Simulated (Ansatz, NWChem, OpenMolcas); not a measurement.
# SOF2 (thionyl fluoride): methods side by side

The species is SOF2 (4 atoms), meant as a singlet with charge 0. As SMILES, `O=S(F)F`. Geometry: relaxed at PBE0-D4/def2-TZVP.

Each level gives the atomisation enthalpy at 298 K (kJ/mol). The values are calculated. The thermal term (zero-point and 298 K enthalpy, harmonic and unscaled) is that of PBE0-D4/def2-TZVP; the spin-orbit lowering of the free atoms at 298 K, 4.9 kJ/mol by their spectra, is taken off.

**What was measured.** NIST-JANAF tables; in doubt, as an older value, an estimate or one at odds with other calculations gives the atomisation enthalpy at 298 K of the gas as 1229 kJ/mol.

```tsv
level	kind	program	value (kJ/mol)	computed − measured
HF/aug-cc-pVDZ	Hartree–Fock	OpenMolcas	456	-773
revPBE/aug-cc-pVDZ	GGA	OpenMolcas	1145	-84
TPSS/aug-cc-pVDZ	meta-GGA	NWChem	1146	-83
B3LYP/aug-cc-pVDZ	global hybrid	OpenMolcas	1093	-136
BHLYP/aug-cc-pVDZ	global hybrid	OpenMolcas	948	-281
HSE06/aug-cc-pVDZ	range-separated hybrid	Ansatz	1117	-112
B2PLYP/aug-cc-pVDZ	double hybrid	NWChem	1087	-142
PBE-QIDH/aug-cc-pVDZ	double hybrid	Ansatz	1072	-157
RPA@PBE/aug-cc-pVDZ	RPA	Ansatz	907	-322
MP2/aug-cc-pVDZ	perturbation theory	NWChem	1125	-104
```

Nearest: TPSS/aug-cc-pVDZ (-83 kJ/mol); farthest: HF/aug-cc-pVDZ (-773 kJ/mol). Computed less measured by kind, in kJ/mol (of the ab initio rows, those in aug-cc-pVDZ): Hartree–Fock -773; GGA -84; meta-GGA -83; global hybrid -281 to -136; range-separated hybrid -112; double hybrid -157 to -142; RPA -322; perturbation theory -104. In a finite basis correlated wave-function methods underbind, so their errors here aren't those of the basis-set limit.

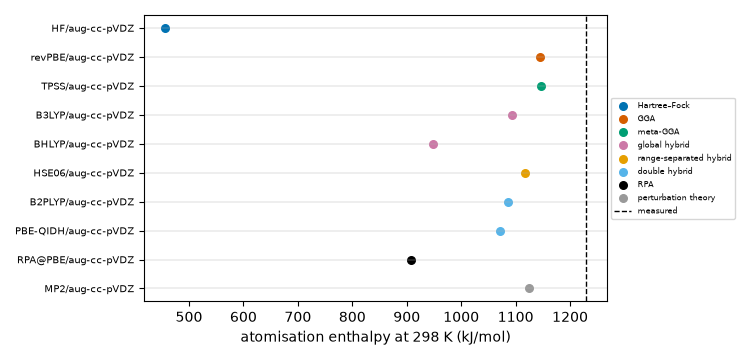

The values of the table, level by level.
